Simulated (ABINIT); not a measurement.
# A GW chain in ABINIT: SiO2 (Quartz), part 2 of 3

Aim: the G0W0 gap of SiO2 (Quartz) on PBE, step by step.

ABINIT 10.8.3; PBE and many-body steps on it, plane waves. Known limits of the many-body steps: not at the basis limit; coarse k mesh.

So far. Step 2 (Ground state): The gap is indirect, with the least direct gap 0.31 eV higher.

**3. Bands along the symmetry lines**

Level of this step: DFT, PBE, plane waves, norm-conserving pseudopotentials (ABINIT).

The cheap functional maps the bands first; the places of the edges decide which points the dearer methods must see.

run.abi

```
acell 3*1.0 Angstrom
rprim 
  4.915799999986 0.000000000003 0.000000000000
  -2.457899999996 4.257207679910 0.000000000000
  0.000000000000 0.000000000000 5.409100000000
ntypat 2
znucl 14 8
natom 9
typat 1 1 1 2 2 2 2 2 2
xred 
  0.530300000000 0.000000000000 0.333333333333
  0.000000000000 0.530300000000 0.666666666667
  0.469700000000 0.469700000000 -0.000000000000
  0.146200000000 0.414200000000 0.881000000000
  0.585800000000 0.732000000000 0.214333333333
  0.268000000000 0.853800000000 0.547666666667
  0.414200000000 0.146200000000 0.119000000000
  0.732000000000 0.585800000000 0.785666666667
  0.853800000000 0.268000000000 0.452333333333
pp_dirpath "pseudos"
pseudos "Si.upf, O.upf"
ecut 36
iscf -2
irdden 1
kptopt 0
nkpt 39
kpt 
  0.00000000 0.00000000 0.00000000
  0.12500000 0.00000000 0.00000000
  0.25000000 0.00000000 0.00000000
  0.37500000 0.00000000 0.00000000
  0.50000000 0.00000000 0.00000000
  0.45833333 0.08333333 0.00000000
  0.41666666 0.16666666 0.00000000
  0.37500000 0.25000000 0.00000000
  0.33333333 0.33333333 0.00000000
  0.25000000 0.25000000 0.00000000
  0.16666666 0.16666666 0.00000000
  0.08333333 0.08333333 0.00000000
  0.00000000 0.00000000 0.00000000
  0.00000000 0.00000000 0.12500000
  0.00000000 0.00000000 0.25000000
  0.00000000 0.00000000 0.37500000
  0.00000000 0.00000000 0.50000000
  0.12500000 0.00000000 0.50000000
  0.25000000 0.00000000 0.50000000
  0.37500000 0.00000000 0.50000000
  0.50000000 0.00000000 0.50000000
  0.45833333 0.08333333 0.50000000
  0.41666666 0.16666666 0.50000000
  0.37500000 0.25000000 0.50000000
  0.33333333 0.33333333 0.50000000
  0.25000000 0.25000000 0.50000000
  0.16666666 0.16666666 0.50000000
  0.08333333 0.08333333 0.50000000
  0.00000000 0.00000000 0.50000000
  0.50000000 0.00000000 0.50000000
  0.50000000 0.00000000 0.37500000
  0.50000000 0.00000000 0.25000000
  0.50000000 0.00000000 0.12500000
  0.50000000 -0.00000000 0.00000000
  0.33333333 0.33333333 0.50000000
  0.33333333 0.33333333 0.37500000
  0.33333333 0.33333333 0.25000000
  0.33333333 0.33333333 0.12500000
  0.33333333 0.33333333 0.00000000
istwfk *1
nband 37
nbdbuf 8
tolwfr 1e-07
nstep 50
prtwf 0
prtvol 0
indata_prefix "in"
outdata_prefix "out"
tmpdata_prefix "tmp"
```

On the command line:

```
OMP_NUM_THREADS=1 mpirun -n 4 abinit run.abi > log
```

Numbers of over 12 decimals in the logs are rounded to 6 here.

What it wrote:

```text
.Version 10.8.3 of ABINIT. v10.8.2 released Aug 2026.

 Symmetries : space group P3_1 2 1 (#152); Bravais hP (primitive hexag.)
[... echo of the input left out ...]
== DATASET  1 ==================================================================
-   mpi_nproc: 4, omp_nthreads: 1 (-1 if OMP is not activated)

--- !DatasetInfo
iteration_state: {dtset: 1, }
dimensions: {natom: 9, nkpt: 39, mband: 37, nsppol: 1, nspinor: 1, nspden: 1, mpw: 7935, }
cutoff_energies: {ecut:  36.0, pawecutdg:  -1.0, }
electrons: {nelect:   4.80000000E+01, charge:   0.00000000E+00, occopt:   1.00000000E+00, tsmear:   1.00000000E-02, }

 Real(R)+Recip(G) space primitive vectors, cartesian coordinates (Bohr,Bohr^-1):
 R(1)=  9.2895157  0.0000000  0.0000000  G(1)=  0.1076482  0.0621507  0.0000000
 R(2)= -4.6447578  8.0449566  0.0000000  G(2)=  0.0000000  0.1243015  0.0000000
 R(3)=  0.0000000  0.0000000 10.2217176  G(3)=  0.0000000  0.0000000  0.0978309
 Unit cell volume ucvol=  7.6390729E+02 bohr^3
 Angles (23,13,12)=  9.00000000E+01  9.00000000E+01  1.20000000E+02 degrees

 getcut: wavevector=  0.0000  0.0000  0.0000  ngfft=  54  54  60
         ecut(hartree)=     36.000   => boxcut(ratio)=   2.15270

--- Pseudopotential description ------------------------------------------------
- Si Generated using ONCVPSP code by D. R. Hamann
- 14.00000   4.00000  171031                  znucl, zion, pspdat
12 -101130 2 -1 1510                          pspcod,pspxc,lmax,lloc,mmax
     nproj     2     2     2
  pspatm : epsatm=    9.34321561
         --- l  ekb(1:nproj) -->
             0    5.168965    0.829883
             1    2.571282    0.578307
             2   -2.427311   -0.488097
 pspatm: atomic psp has been read  and splines computed

- O Generated using ONCVPSP code by D. R. Hamann
-  8.00000   6.00000  171031                  znucl, zion, pspdat
12 -101130 2 -1 936                           pspcod,pspxc,lmax,lloc,mmax
     nproj     2     2     1
  pspatm : epsatm=    6.19545534
         --- l  ekb(1:nproj) -->
[...]
2   -1.331955
 pspatm: atomic psp has been read  and splines computed

--------------------------------------------------------------------------------

================================================================================
 prteigrs : about to open file out_EIG
 Non-SCF case, kpt    1 (  0.00000  0.00000  0.00000), residuals and eigenvalues=
  1.69E-08  1.51E-08  7.30E-08  1.27E-08  1.14E-08  5.90E-08  2.21E-08  9.45E-08
  3.70E-08  7.46E-08  1.56E-08  9.73E-08  4.31E-08  8.26E-08  3.27E-08  3.96E-08
  3.43E-08  8.19E-08  5.67E-08  2.18E-08  2.91E-08  8.01E-08  7.42E-08  9.19E-08
[...]
6.68E-06  2.32E-05  6.14E-05  5.60E-04  1.83E-03
 -7.0426E-01 -6.4805E-01 -6.4805E-01 -6.2445E-01 -6.2301E-01 -6.2301E-01
 -2.9558E-01 -2.9558E-01 -1.9235E-01 -1.9132E-01 -1.8529E-01 -1.8529E-01
[...]
4.8620E-01

--- !ResultsGS
iteration_state: {dtset: 1, }
comment   : Summary of ground state results
lattice_vectors:
- [  9.2895157,   0.0000000,   0.0000000, ]
- [ -4.6447578,   8.0449566,   0.0000000, ]
- [  0.0000000,   0.0000000,  10.2217176, ]
lattice_lengths: [   9.28952,    9.28952,   10.22172, ]
lattice_angles: [ 90.000,  90.000, 120.000, ] # degrees, (23, 13, 12)
lattice_volume:   7.6390729E+02
convergence: {deltae:  0.000E+00, res2:  0.000E+00, residm:  9.963E-08, diffor:  0.000E+00, }
etotal    :  -1.12355243E+02
entropy   :   0.00000000E+00
fermie    :   7.24587944E-03
cartesian_stress_tensor: null
pressure_GPa: null
xred      :
- [  5.3030E-01,   2.5857E-29,   3.3333E-01, Si]
- [ -2.2564E-18,   5.3030E-01,   6.6667E-01, Si]
- [  4.6970E-01,   4.6970E-01,   1.3878E-16, Si]
- [  1.4620E-01,   4.1420E-01,   8.8100E-01,  O]
- [  5.8580E-01,   7.3200E-01,   2.1433E-01,  O]
- [  2.6800E-01,   8.5380E-01,   5.4767E-01,  O]
- [  4.1420E-01,   1.4620E-01,   1.1900E-01,  O]
- [  7.3200E-01,   5.8580E-01,   7.8567E-01,  O]
- [  8.5380E-01,   2.6800E-01,   4.5233E-01,  O]
cartesian_forces: null
force_length_stats: {min: null, max: null, mean: null, }

 Integrated electronic density in atomic spheres:
 ------------------------------------------------
 Atom  Sphere_radius  Integrated_density
[...]
================================================================================

 ----iterations are completed or convergence reached----

 Mean square residual over all n,k,spin=   46.802E-09; max=  99.631E-09
 reduced coordinates (array xred) for    9 atoms
[...]
0.732000000000      0.585800000000      0.785666666667
       0.853800000000      0.268000000000      0.452333333333

 cartesian coordinates (angstrom) at end:
    1      2.606849     1.59e-12     1.803033
    2     -1.303424     2.257597     3.606067
    3      1.154476     1.999610     0.000000
[...]
8      2.158528     2.493872     4.249750
    9      3.538393     1.140932     2.446716
 length scales=  1.889726125908  1.889726125908  1.889726125908 bohr
              =  1.000000000000  1.000000000000  1.000000000000 angstroms
 prteigrs : about to open file out_EIG
 Eigenvalues (hartree) for nkpt=  39  k points:
 kpt#   1, nband= 37, wtk=  1.00000, kpt=  0.0000  0.0000  0.0000 (reduced coord)
[...]
kpt#   2, nband= 37, wtk=  1.00000, kpt=  0.1250  0.0000  0.0000 (reduced coord)
[...]
kpt#   3, nband= 37, wtk=  1.00000, kpt=  0.2500  0.0000  0.0000 (reduced coord)
[...]
kpt#  38, nband= 37, wtk=  1.00000, kpt=  0.3333  0.3333  0.1250 (reduced coord)
[...]
0.44263    0.46197    0.46708    0.48618    0.48782
 kpt#  39, nband= 37, wtk=  1.00000, kpt=  0.3333  0.3333  0.0000 (reduced coord)
[...]
-0.06817   -0.06242   -0.05559   -0.03800   -0.03800   -0.00876   -0.00876    0.00725
   0.33625    0.33625    0.35404    0.38928    0.39494    0.39494    0.40735    0.40735
   0.45049    0.46087    0.48347    0.48402    0.48620

== END DATASET(S) ==============================================================
================================================================================

 -outvars: echo values of variables after computation  --------
            nband          37
             nkpt          39
          spgroup         152
 [... the other variables as echoed above ...]

 Calculation completed.
```

The job ended after 46 s (4 MPI ranks of Arm Neoverse V2, shared host; peak memory 0.48 GiB).

Numbers from this step:

* gap: 6.038 eV
* k of the valence top: 0.3333, 0.3333, 0
* k of the conduction bottom: 0, 0, 0
* least direct gap: 6.351 eV

The gap is 6.038 eV, as in the run before at this level.

The electronic bands at the labelled points (eV, zero at the top of the highest filled band):

| point | band 21 | band 22 | band 23 | band 24 | band 25 | band 26 | band 27 | band 28 |
| --- | --- | --- | --- | --- | --- | --- | --- | --- |
| Γ | -0.99 | -0.68 | -0.31 | -0.31 | 6.04 | 9.33 | 9.33 | 9.79 |
| M | -1.04 | -0.78 | -0.27 | -0.04 | 8.29 | 9.02 | 9.74 | 9.75 |
| K | -1.23 | -0.44 | -0.44 | 0.00 | 8.95 | 8.95 | 9.44 | 10.40 |
| Γ | -0.99 | -0.68 | -0.31 | -0.31 | 6.04 | 9.33 | 9.33 | 9.79 |
| A | -1.20 | -0.21 | -0.21 | -0.09 | 7.97 | 7.97 | 9.08 | 9.76 |
| L | -0.88 | -0.83 | -0.60 | -0.19 | 8.94 | 9.41 | 9.70 | 9.86 |
| H | -0.94 | -0.76 | -0.58 | -0.58 | 9.03 | 9.82 | 9.82 | 10.12 |
| A | -1.20 | -0.21 | -0.21 | -0.09 | 7.97 | 7.97 | 9.08 | 9.76 |
| jump to L | -0.88 | -0.83 | -0.60 | -0.19 | 8.94 | 9.41 | 9.70 | 9.86 |
| M | -1.04 | -0.78 | -0.27 | -0.04 | 8.29 | 9.02 | 9.74 | 9.75 |
| jump to H | -0.94 | -0.76 | -0.58 | -0.58 | 9.03 | 9.82 | 9.82 | 10.12 |
| K | -1.23 | -0.44 | -0.44 | 0.00 | 8.95 | 8.95 | 9.44 | 10.40 |

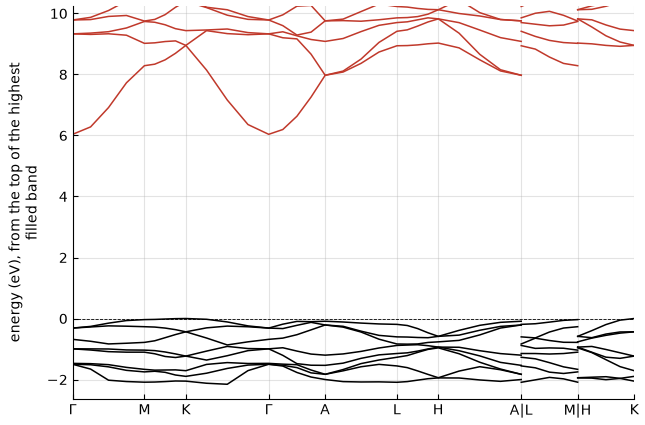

Electronic bands along the path; lines of filled and empty bands in two colours.

**4. Empty states on the mesh, 3×3×2 mesh, 462 bands**

The sums over transitions need many empty states on a uniform mesh; this step solves for them.

run.abi

```
acell 3*1.0 Angstrom
rprim 
  4.915799999986 0.000000000003 0.000000000000
  -2.457899999996 4.257207679910 0.000000000000
  0.000000000000 0.000000000000 5.409100000000
ntypat 2
znucl 14 8
natom 9
typat 1 1 1 2 2 2 2 2 2
xred 
  0.530300000000 0.000000000000 0.333333333333
  0.000000000000 0.530300000000 0.666666666667
  0.469700000000 0.469700000000 -0.000000000000
  0.146200000000 0.414200000000 0.881000000000
  0.585800000000 0.732000000000 0.214333333333
  0.268000000000 0.853800000000 0.547666666667
  0.414200000000 0.146200000000 0.119000000000
  0.732000000000 0.585800000000 0.785666666667
  0.853800000000 0.268000000000 0.452333333333
pp_dirpath "pseudos"
pseudos "Si.upf, O.upf"
ecut 36
ngkpt 3 3 2
nshiftk 1
shiftk 0 0 0
kptopt 1
chksymbreak 0
iscf -2
irdden 1
istwfk *1
nband 462
nbdbuf 42
tolwfr 1e-09
nstep 60
prtvol 0
indata_prefix "in"
outdata_prefix "out"
tmpdata_prefix "tmp"
```

What it wrote:

```text
.Version 10.8.3 of ABINIT. v10.8.2 released Aug 2026.

 Symmetries : space group P3_1 2 1 (#152); Bravais hP (primitive hexag.)
[... echo of the input left out ...]
== DATASET  1 ==================================================================
-   mpi_nproc: 4, omp_nthreads: 1 (-1 if OMP is not activated)

--- !DatasetInfo
iteration_state: {dtset: 1, }
dimensions: {natom: 9, nkpt: 6, mband: 462, nsppol: 1, nspinor: 1, nspden: 1, mpw: 7935, }
cutoff_energies: {ecut:  36.0, pawecutdg:  -1.0, }
electrons: {nelect:   4.80000000E+01, charge:   0.00000000E+00, occopt:   1.00000000E+00, tsmear:   1.00000000E-02, }

 Real(R)+Recip(G) space primitive vectors, cartesian coordinates (Bohr,Bohr^-1):
 R(1)=  9.2895157  0.0000000  0.0000000  G(1)=  0.1076482  0.0621507  0.0000000
 R(2)= -4.6447578  8.0449566  0.0000000  G(2)=  0.0000000  0.1243015  0.0000000
 R(3)=  0.0000000  0.0000000 10.2217176  G(3)=  0.0000000  0.0000000  0.0978309
 Unit cell volume ucvol=  7.6390729E+02 bohr^3
 Angles (23,13,12)=  9.00000000E+01  9.00000000E+01  1.20000000E+02 degrees

 getcut: wavevector=  0.0000  0.0000  0.0000  ngfft=  54  54  60
         ecut(hartree)=     36.000   => boxcut(ratio)=   2.15270

--- Pseudopotential description ------------------------------------------------
- Si Generated using ONCVPSP code by D. R. Hamann
- 14.00000   4.00000  171031                  znucl, zion, pspdat
12 -101130 2 -1 1510                          pspcod,pspxc,lmax,lloc,mmax
     nproj     2     2     2
  pspatm : epsatm=    9.34321561
         --- l  ekb(1:nproj) -->
             0    5.168965    0.829883
             1    2.571282    0.578307
             2   -2.427311   -0.488097
 pspatm: atomic psp has been read  and splines computed

- O Generated using ONCVPSP code by D. R. Hamann
-  8.00000   6.00000  171031                  znucl, zion, pspdat
12 -101130 2 -1 936                           pspcod,pspxc,lmax,lloc,mmax
     nproj     2     2     1
  pspatm : epsatm=    6.19545534
         --- l  ekb(1:nproj) -->
[...]
2   -1.331955
 pspatm: atomic psp has been read  and splines computed

--------------------------------------------------------------------------------

================================================================================
 prteigrs : about to open file out_EIG
 Non-SCF case, kpt    1 (  0.00000  0.00000  0.00000), residuals and eigenvalues=
  8.56E-10  8.55E-11  7.98E-10  7.97E-10  2.75E-11  2.25E-11  4.07E-11  6.06E-11
  6.88E-11  7.07E-11  6.26E-11  5.87E-11  6.21E-11  4.92E-11  5.32E-11  6.39E-11
  6.51E-11  5.72E-11  1.06E-10  6.28E-11  8.48E-11  9.70E-11  7.43E-11  1.18E-10
[...]
1.30E-04  1.24E-04  2.72E-03  1.10E-03  2.51E-03  3.44E-03
 -7.0426E-01 -6.4805E-01 -6.4805E-01 -6.2445E-01 -6.2301E-01 -6.2301E-01
 -2.9558E-01 -2.9558E-01 -1.9235E-01 -1.9132E-01 -1.8529E-01 -1.8529E-01
[...]
5.0206E+00  5.0219E+00  5.0276E+00  5.0537E+00  5.0584E+00  5.0729E+00
 prteigrs : prtvol=0 or 1, do not print more k-points.

--- !ResultsGS
iteration_state: {dtset: 1, }
comment   : Summary of ground state results
lattice_vectors:
- [  9.2895157,   0.0000000,   0.0000000, ]
- [ -4.6447578,   8.0449566,   0.0000000, ]
- [  0.0000000,   0.0000000,  10.2217176, ]
lattice_lengths: [   9.28952,    9.28952,   10.22172, ]
lattice_angles: [ 90.000,  90.000, 120.000, ] # degrees, (23, 13, 12)
lattice_volume:   7.6390729E+02
convergence: {deltae:  0.000E+00, res2:  0.000E+00, residm:  9.903E-10, diffor:  0.000E+00, }
etotal    :  -1.12355243E+02
entropy   :   0.00000000E+00
fermie    :   7.24587944E-03
cartesian_stress_tensor: null
pressure_GPa: null
xred      :
- [  5.3030E-01,   2.5857E-29,   3.3333E-01, Si]
- [ -2.2564E-18,   5.3030E-01,   6.6667E-01, Si]
- [  4.6970E-01,   4.6970E-01,   1.3878E-16, Si]
- [  1.4620E-01,   4.1420E-01,   8.8100E-01,  O]
- [  5.8580E-01,   7.3200E-01,   2.1433E-01,  O]
- [  2.6800E-01,   8.5380E-01,   5.4767E-01,  O]
- [  4.1420E-01,   1.4620E-01,   1.1900E-01,  O]
- [  7.3200E-01,   5.8580E-01,   7.8567E-01,  O]
- [  8.5380E-01,   2.6800E-01,   4.5233E-01,  O]
cartesian_forces: null
force_length_stats: {min: null, max: null, mean: null, }

 Integrated electronic density in atomic spheres:
 ------------------------------------------------
 Atom  Sphere_radius  Integrated_density
[...]
================================================================================

 ----iterations are completed or convergence reached----

 Mean square residual over all n,k,spin=   33.392E-11; max=  99.031E-11
 reduced coordinates (array xred) for    9 atoms
[...]
0.732000000000      0.585800000000      0.785666666667
       0.853800000000      0.268000000000      0.452333333333

 cartesian coordinates (angstrom) at end:
    1      2.606849     1.59e-12     1.803033
    2     -1.303424     2.257597     3.606067
    3      1.154476     1.999610     0.000000
[...]
8      2.158528     2.493872     4.249750
    9      3.538393     1.140932     2.446716
 length scales=  1.889726125908  1.889726125908  1.889726125908 bohr
              =  1.000000000000  1.000000000000  1.000000000000 angstroms
 prteigrs : about to open file out_EIG
 Eigenvalues (hartree) for nkpt=   6  k points:
 kpt#   1, nband=462, wtk=  0.05556, kpt=  0.0000  0.0000  0.0000 (reduced coord)
[...]
4.87064    4.87877    4.87877    4.89107    4.90331    4.90331    4.92259    4.92260
   4.93653    4.94550    4.95928    4.95939    4.96051    4.98400    4.98434    5.01267
   5.02056    5.02190    5.02763    5.05368    5.05840    5.07290
 prteigrs : prtvol=0 or 1, do not print more k-points.

== END DATASET(S) ==============================================================
================================================================================

 -outvars: echo values of variables after computation  --------
            nband         462
             nkpt           6
          spgroup         152
 [... the other variables as echoed above ...]

 Calculation completed.
```

It took 7.5 min on 4 MPI ranks; peak memory 0.75 GiB; 30 min of CPU time.

This step gave:

| Property | Result |
| --- | --- |
| gap | 6.038 eV |
| k of the valence top | 0.3333, 0.3333, 0 |
| k of the conduction bottom | 0, 0, 0 |
| least direct gap | 6.351 eV |
| k points computed | 6 |
| lowest point of the top converged band, above the valence top | 127.2791 eV |

On this mesh the gap is 6.038 eV.

**5. Screening, 3×3×2 mesh, 420 bands, screening to 274.8 eV**

The RPA dielectric matrix is built and inverted for each q.

This step: RPA screening on PBE, plane waves, norm-conserving pseudopotentials.

Edit run.abi of step 4 so:

```diff
@@ -27,10 +27,11 @@
 chksymbreak 0
-iscf -2
-irdden 1
 istwfk *1
-nband 462
-nbdbuf 42
-tolwfr 1e-09
-nstep 60
-prtvol 0
+occopt 1
+irdwfk 1
+optdriver 3
+nband 420
+ecuteps 10.1
+inclvkb 2
+awtr 1
+symchi 1
 indata_prefix "in"
```

What it wrote:

```text
.Version 10.8.3 of ABINIT. v10.8.2 released Aug 2026.

 Symmetries : space group P3_1 2 1 (#152); Bravais hP (primitive hexag.)
[... echo of the input left out ...]
== DATASET  1 ==================================================================
-   mpi_nproc: 4, omp_nthreads: 1 (-1 if OMP is not activated)

--- !DatasetInfo
iteration_state: {dtset: 1, }
dimensions: {natom: 9, nkpt: 6, mband: 420, nsppol: 1, nspinor: 1, nspden: 1, mpw: 7935, }
cutoff_energies: {ecut:  36.0, pawecutdg:  -1.0, }
electrons: {nelect:   4.80000000E+01, charge:   0.00000000E+00, occopt:   1.00000000E+00, tsmear:   1.00000000E-02, }

 SCREENING: Calculation of the susceptibility and dielectric matrices

 Based on a program developped by R.W. Godby, V. Olevano, G. Onida, and L. Reining.
 Incorporated in ABINIT by V. Olevano, G.-M. Rignanese, and M. Torrent.
.Using double precision arithmetic ; gwpc =  8

[... cell and pseudopotentials left out ...]
--------------------------------------------------------------------------------

 ==== K-mesh for the wavefunctions ====
 Number of points in the irreducible wedge :     6
[... list of points left out ...]
 Together with  6 symmetry operations and time-reversal symmetry
 yields    18 points in the full Brillouin Zone.

 ==== Q-mesh for the screening function ====
 Number of points in the irreducible wedge :     6
[... list of points left out ...]
 Together with  6 symmetry operations and time-reversal symmetry
 yields    18 points in the full Brillouin Zone.

 setmesh: FFT mesh size selected  =    36x   36x   45
          total number of points  =        58320

 vcoul_init : cutoff-mode = AUXILIARY_FUNCTION
 q-points for optical limit:   1
     1)      0.000010    0.000020    0.000030

- screening: taking advantage of time-reversal symmetry
- Maximum band index for partially occupied states nbvw = 24
- Remaining bands to be divided among processors   nbcw = 396
- Number of bands treated by each node ~99

 Number of electrons calculated from density =   48.0000; Expected =   48.0000
 average of density, n =  0.062835
 r_s =    1.5604
 omega_plasma =   24.1800 [eV]

 calculating chi0 at frequencies [eV] :
  1    0.000000E+00    0.000000E+00
  2    0.000000E+00    2.417998E+01

--------------------------------------------------------------------------------
  q-point number  1        q = ( 0.000000, 0.000000, 0.000000) [r.l.u.]
--------------------------------------------------------------------------------
[... chi0 elements left out ...]
 For q-point:  0.000010 0.000020 0.000030
  dielectric constant =   2.3197
  dielectric constant without local fields =   2.5427

  Average fulfillment of the sum rule on Im[epsilon] for q-point    1 :     82.73  [%]
[... wings left out ...]
  q-point number  2        q = ( 0.333333, 0.000000, 0.000000) [r.l.u.]
--------------------------------------------------------------------------------
[... chi0 elements left out ...]
  Average fulfillment of the sum rule on Im[epsilon] for q-point    2 :     85.93  [%]

 [... 4 further q-points ...]
```

Wall time 10 min (4 MPI ranks); peak memory 3.7 GiB.

This step gave:

```yaml
eps_infinity_with_local_fields_on_this_mesh_along_the_program_s_q_direction: 2.320
the_same_without_local_fields: 2.543
plasma_frequency: 24.18 eV
plane_waves_in_the_screening_matrix: 1155
```

Local fields lower ε∞ by 9 %. On a Γ-centred mesh this coarse the value itself is usually too large, while a short band sum pulls it down.

(Part 2 of 3 ends here.)

[Paths, hosts, dates, memory and timing lines, banners, echoed tables and standing remarks are left out of the program output.]

[Logs are printed without paths, hosts, clocks, repeated set-up lines and the standing remarks that a program may print on its own settings, such as how far it seeks lower states.]

[Runs of the session that timed out or met a known fault of the program may be left out.]

[Hosts, paths, dates, database ids (printed as entryN), source tags and the programs' standing remarks are cut or masked in the printed files.]

[G0W0 gaps are taken among the corrected bands and points alone; a level outside them can change the order at an edge.]

[Where Ansatz stands beside ABINIT at settings called matched, ABINIT's density can come from a denser mesh and the files from another edition; pairs whose starting gaps differed by over 0.03 eV were left out, so agreement reads better than it is.]
